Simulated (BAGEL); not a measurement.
# CH2BN (SMILES BC#N), step by step

Wanted: a single-point energy (HF/6-31G*), then a single-point energy (NEVPT2(2,2)/6-31G*), then a single-point energy (CASPT2(2,2)/6-31G*) of CH2BN. 

The results are computed with BAGEL 1.2.2.

2 further runs of the same task are left out: 2 set aside as unsound or not needed.

## (1) Starting point

CH2BN has 5 atoms, charge 0, and is taken as a singlet. As SMILES, `BC#N`. One bond was lengthened or shortened from a relaxed shape.

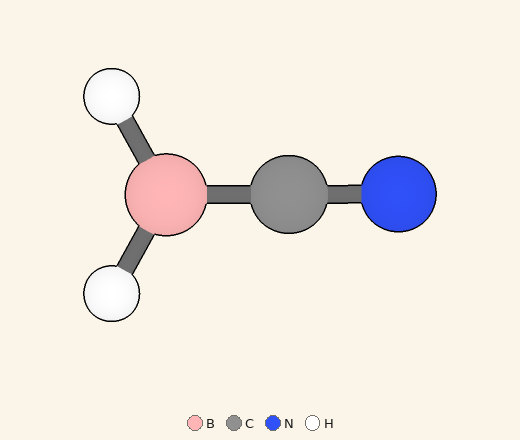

Viewed from a chosen angle; boron pink, carbon grey, nitrogen blue, hydrogen white.

## (2) The energy at HF/6-31G(d) (density fitting with svp-jkfit, spherical functions) (run 1)

The input, input.json:

```json
{ "bagel" : [

{
  "title" : "molecule",
  "basis" : "6-31gs.json",
  "df_basis" : "svp-jkfit",
  "geometry" : [
    { "atom" : "B", "xyz" : [ -0.25213293,  0.51138824, -0.41011025 ] },
    { "atom" : "C", "xyz" : [  0.66650640, -1.31657219,  0.92728861 ] },
    { "atom" : "N", "xyz" : [  1.48626960, -2.94721686,  2.12065066 ] },
    { "atom" : "H", "xyz" : [ -1.24442812,  0.03158677, -2.36729960 ] },
    { "atom" : "H", "xyz" : [ -0.07582148,  2.61408649,  0.35938622 ] }
  ]
},
{
  "title" : "hf"
},
{
  "title" : "print",
  "file" : "orbitals.molden",
  "orbitals" : true
}

]}
```

The basis set 6-31G* is read from a file made from the Basis Set Exchange's data (not shown).

Run with:

```bash
$ BAGEL_NUM_THREADS=1 BAGEL input.json > input.out
```

Output:

```text
* using 1 threads per process

  ===============================================================
  ===============================================================

  *** Geometry ***

  { "atom" : "B", "xyz" : [     -0.252133,      0.511388,     -0.410110 ] },
  { "atom" : "C", "xyz" : [      0.666506,     -1.316572,      0.927289 ] },
  { "atom" : "N", "xyz" : [      1.486270,     -2.947217,      2.120651 ] },
  { "atom" : "H", "xyz" : [     -1.244428,      0.031587,     -2.367300 ] },
  { "atom" : "H", "xyz" : [     -0.075821,      2.614086,      0.359386 ] },

  Number of auxiliary basis functions:      263

  Since a DF basis is specified, we compute 2- and 3-index integrals:
    o Being stored without compression. Storage requirement is 0.004 GB

  Number of basis functions:       46
  Number of electrons      :       20

    * METHOD: MOLECULE                             0.05

  *** RHF ***

  === Nuclear Repulsion ===
    49.0972596840

      * DIIS with orbital gradients will be used.

  === RHF iteration (6-31gs.json) ===
      0       -117.98554466          0.02514219           0.01
      1       -118.03848258          0.02186892           0.01
      2       -118.09172427          0.00304596           0.01
      3       -118.09361722          0.00090853           0.01
      4       -118.09379928          0.00033739           0.01
      5       -118.09385539          0.00017946           0.01
      6       -118.09387854          0.00006896           0.01
      7       -118.09388162          0.00002490           0.01
      8       -118.09388184          0.00000700           0.01
      9       -118.09388185          0.00000141           0.01
     10       -118.09388185          0.00000039           0.01
     11       -118.09388185          0.00000014           0.01
     12       -118.09388185          0.00000007           0.01
     13       -118.09388185          0.00000005           0.01
     14       -118.09388185          0.00000002           0.01
     15       -118.09388185          0.00000001           0.01
    * SCF iteration converged.

    * Permanent dipole moment:
           (    0.309209,    -0.615262,     0.450175) a.u.

    * METHOD: HF                                   0.14

    * METHOD: PRINT                                0.01

  ===============================================================
```

It took 0.32 s on 1 thread of Arm Neoverse V1, shared host; peak memory 0.084 GiB.

## (3) The energy at NEVPT2(2,2)/6-31G(d) (density fitting with svp-jkfit, spherical functions) (run 2)

The input, job.json:

```json
{ "bagel" : [

{
  "title" : "molecule",
  "basis" : "6-31gs.json",
  "df_basis" : "svp-jkfit",
  "geometry" : [
    { "atom" : "B", "xyz" : [ -0.25213293,  0.51138824, -0.41011025 ] },
    { "atom" : "C", "xyz" : [  0.66650640, -1.31657219,  0.92728861 ] },
    { "atom" : "N", "xyz" : [  1.48626960, -2.94721686,  2.12065066 ] },
    { "atom" : "H", "xyz" : [ -1.24442812,  0.03158677, -2.36729960 ] },
    { "atom" : "H", "xyz" : [ -0.07582148,  2.61408649,  0.35938622 ] }
  ]
},
{ "title" : "hf" },
{ "title" : "nevpt2", "nstate" : 1, "nact" : 2, "nclosed" : 9, "active" : [5, 13], "maxiter" : 200, "natocc" : true, "ncore" : 3 },
{ "title" : "print", "file" : "orbitals.molden", "orbitals" : true }

]}
```

The basis set 6-31G* is read from a file made from the Basis Set Exchange's data (not shown).

Run with:

```bash
$ BAGEL_NUM_THREADS=1 BAGEL job.json > job.out
```

Output:

```text
* using 1 threads per process

  ===============================================================
  ===============================================================

  *** Geometry ***

  { "atom" : "B", "xyz" : [     -0.252133,      0.511388,     -0.410110 ] },
  { "atom" : "C", "xyz" : [      0.666506,     -1.316572,      0.927289 ] },
  { "atom" : "N", "xyz" : [      1.486270,     -2.947217,      2.120651 ] },
  { "atom" : "H", "xyz" : [     -1.244428,      0.031587,     -2.367300 ] },
  { "atom" : "H", "xyz" : [     -0.075821,      2.614086,      0.359386 ] },

  Number of auxiliary basis functions:      263

  Since a DF basis is specified, we compute 2- and 3-index integrals:
    o Being stored without compression. Storage requirement is 0.004 GB

[... 18 lines left out ...]
    * SCF iteration converged.
[... 1 line left out ...]
    * Permanent dipole moment:
[... 28 lines left out ...]
    * Second-order optimization converged. *

     guess   0:   closed 1.                   open ..

  === FCI iteration ===

      0  0      -118.09386241     7.19e-02      0.00
      1  0      -118.10058135     1.15e-04      0.00
      2  0 *    -118.10058138     1.24e-15      0.00

     * ci vector, state   0, <S^2> = 0.0000
       2.     0.9989104467

  === DF-NEVPT2 calculation ===

    * 3-index integral transformation done
    * assembly done

      NEVPT2 correlation energy:   -0.3359697334      0.03

          (+0)     -0.2718861585
          (+0)'    -0.0159284083
          (+1)     -0.0020156773
          (+1)'    -0.0000000000
          (+2)     -0.0001355254
          (-1)     -0.0352241319
          (-1)'     0.0000000000
          (-2)     -0.0107798320

      NEVPT2 total energy:       -118.4365511167

    * METHOD: NEVPT2                               0.66

    * METHOD: PRINT                                0.01

  ===============================================================
```

Run time: 0.99 s. Hardware: 1 thread of Arm Neoverse V1, shared host; peak memory 0.14 GiB.

## (4) The energy at CASPT2(2,2)/6-31G(d) (density fitting with svp-jkfit, spherical functions) (run 3)

The input, job.json:

```json
{ "bagel" : [

{
  "title" : "molecule",
  "basis" : "6-31gs.json",
  "df_basis" : "svp-jkfit",
  "geometry" : [
    { "atom" : "B", "xyz" : [    -0.25213293,     0.51138824,    -0.41011025 ] },
    { "atom" : "C", "xyz" : [     0.66650640,    -1.31657219,     0.92728861 ] },
    { "atom" : "N", "xyz" : [     1.48626960,    -2.94721686,     2.12065066 ] },
    { "atom" : "H", "xyz" : [    -1.24442812,     0.03158677,    -2.36729960 ] },
    { "atom" : "H", "xyz" : [    -0.07582148,     2.61408649,     0.35938622 ] }
  ]
},

{
  "title" : "hf"
},

{
  "title" : "casscf",
  "nstate" : 1,
  "nact" : 2,
  "nclosed" : 9,
  "active" : [5, 13],
  "maxiter" : 200,
  "natocc" : true
},

{
  "title" : "print",
  "file" : "orbitals.molden",
  "orbitals" : true
},

{
  "title" : "smith",
  "method" : "caspt2",
  "ms" : true,
  "xms" : true,
  "sssr" : true,
  "shift" : 0.2,
  "shift_imag" : true,
  "ncore" : 3
}

]}
```

The basis set 6-31G* is read from a file made from the Basis Set Exchange's data (not shown).

Run with:

```bash
$ BAGEL_NUM_THREADS=1 BAGEL job.json > job.out
```

Output:

```text
* using 1 threads per process

  ===============================================================
  ===============================================================

  *** Geometry ***

  { "atom" : "B", "xyz" : [     -0.252133,      0.511388,     -0.410110 ] },
  { "atom" : "C", "xyz" : [      0.666506,     -1.316572,      0.927289 ] },
  { "atom" : "N", "xyz" : [      1.486270,     -2.947217,      2.120651 ] },
  { "atom" : "H", "xyz" : [     -1.244428,      0.031587,     -2.367300 ] },
  { "atom" : "H", "xyz" : [     -0.075821,      2.614086,      0.359386 ] },

  Number of auxiliary basis functions:      263

  Since a DF basis is specified, we compute 2- and 3-index integrals:
    o Being stored without compression. Storage requirement is 0.004 GB

[... 18 lines left out ...]
    * SCF iteration converged.
[... 1 line left out ...]
    * Permanent dipole moment:
[... 27 lines left out ...]
    * Second-order optimization converged. *
[... 9 lines left out ...]
     * ci vector, state   0, <S^2> = 0.0000
[... 15 lines left out ...]
    * Zeroth order energy : state  0       -1.6019765042
[... 4 lines left out ...]
       #      aibj      arbs      arbi      airj      risj      airs      arst      rist         Etot      error   time
[... 10 lines left out ...]
      ------------------------------------------------------------------------------------------------------------------

    * CASPT2 energy : state  0     -118.4406268893
        w/o shift correction       -118.4382179617
        reference weight              0.8859185529

    * METHOD: SMITH                                0.13

  ===============================================================
```

It took 1.1 s on 1 thread of Arm Neoverse V1, shared host; peak memory 0.15 GiB.

## (5) Outcome

| quantity | value |
| --- | --- |
| run 1, HF/6-31G*: total energy | -118.09388 Eh |
| run 1, HF/6-31G*: dipole moment | 2.09 D |
| run 1, HF/6-31G*: HOMO energy | -12.60 eV |
| run 1, HF/6-31G*: LUMO energy | 0.72 eV |
| run 1, HF/6-31G*: HOMO–LUMO gap | 13.33 eV |
| run 2, NEVPT2(2,2)/6-31G*: total energy | -118.43655 Eh |
| run 3, CASPT2(2,2)/6-31G*: total energy | -118.44063 Eh |
